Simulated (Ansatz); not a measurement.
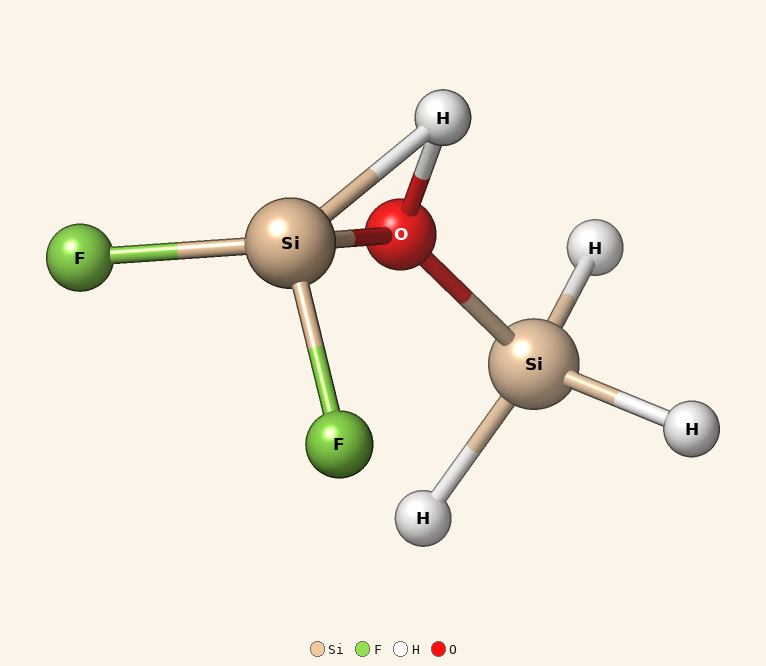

The structure as it stands in the input.

Input file:

```yaml
crystal:
  periodic: [false, false, false]
  atoms:
    - {symbol: Si, position_ang: [-1.434908, -1.194207, 0.016708]}
    - {symbol: F, position_ang: [-0.413380, -2.057695, 0.898244]}
    - {symbol: F, position_ang: [-1.434493, -1.950851, -1.387869]}
    - {symbol: H, position_ang: [-1.572398, 0.429579, 0.244586]}
    - {symbol: O, position_ang: [-0.471487, 0.295378, -0.315882]}
    - {symbol: Si, position_ang: [1.029752, 0.976880, 0.061792]}
    - {symbol: H, position_ang: [1.008039, 2.373838, -0.425879]}
    - {symbol: H, position_ang: [1.216036, 0.945049, 1.530789]}
    - {symbol: H, position_ang: [2.072738, 0.182229, -0.622588]}
basis:
  gaussian: {orbitals: def2-SVP}
hamiltonian: {xc: hf}
md: {n_steps: 60, timestep: 0.5, temperature: 500, ensemble: nve, seed: 918, initial_velocities: maxwell_boltzmann}
```

Command:

```sh
ansatz run in.yaml --threads 4 --pin off --events-out ev --progress --plain --max-ram 9574MiB
```

What the program printed (its end):

```
mean field -23228.67718775 eV, -853.6381416870 hartree, gradient 5.1e-5 eV, S^2 0.000000; 0 other end points of the search recorded, 0 dependent functions left out
the calculation of the forces begins
reference -23228.67718775 eV, -853.6381416870 hartree; 29, 29 occupied and 69, 69 virtual orbitals, 982 factors
md step    59: t =    29.50 fs  T =  2039.4 K  F+E_penalty+E_count = -23228.67718775 eV  E_kin = 1.845298 eV  conserved = -23226.83188928 eV  (33 SCF iters)
these checks for a lower state are left out or cut short: starts, cluster_reference, orbital_swaps, neighbouring_geometries, increment
982 factors; integrals over basis functions are off by at most 3.8e-4 eV
mean field -23228.53273151 eV, -853.6328330180 hartree, gradient 5.0e-5 eV, S^2 0.000000; 0 other end points of the search recorded, 0 dependent functions left out
the calculation of the forces begins
reference -23228.53273151 eV, -853.6328330180 hartree; 29, 29 occupied and 69, 69 virtual orbitals, 982 factors
982 factors; integrals over basis functions are off by at most 3.8e-4 eV
mean field -23228.53273151 eV, -853.6328330180 hartree, gradient 5.0e-5 eV, S^2 0.000000; 1 other end points of the search recorded, 0 dependent functions left out
the calculation of the forces begins
reference -23228.53273151 eV, -853.6328330180 hartree; 29, 29 occupied and 69, 69 virtual orbitals, 982 factors
md step    60: t =    30.00 fs  T =  1884.3 K  F+E_penalty+E_count = -23228.53273151 eV  E_kin = 1.704986 eV  conserved = -23226.82774559 eV  (33 SCF iters)
Total energy: -23228.53273151 eV, -853.6328330180 hartree
Atom 0 at    -1.733362    -1.379071     0.072916 Å, force     3.117454    -2.008296    -0.909640 eV/Å
Atom 1 at    -0.295988    -1.997444     0.775953 Å, force    -2.010149     1.103794    -0.332710 eV/Å
Atom 2 at    -1.290525    -2.038369    -1.420537 Å, force    -0.916416     1.133889     1.417537 eV/Å
Atom 3 at    -1.161773     1.213509    -0.617476 Å, force     2.701328    -1.337465     1.519101 eV/Å
Atom 4 at    -0.456527     0.659805    -0.149575 Å, force    -5.452407     0.315505    -1.507175 eV/Å
Atom 5 at     1.113189     0.955478     0.058611 Å, force     2.399089    -0.089484    -1.308739 eV/Å
Atom 6 at     1.352727     2.095758    -0.826185 Å, force     0.365758     0.366182    -0.194827 eV/Å
Atom 7 at     1.473943     1.336434     1.389065 Å, force     0.042116     0.076455     1.008413 eV/Å
Atom 8 at     1.886874    -0.238288    -0.414958 Å, force    -0.246771     0.439421     0.308039 eV/Å
Dipole moment:    -0.244835     0.824397     0.052997 e Å
```

The calculation finished and met its thresholds.
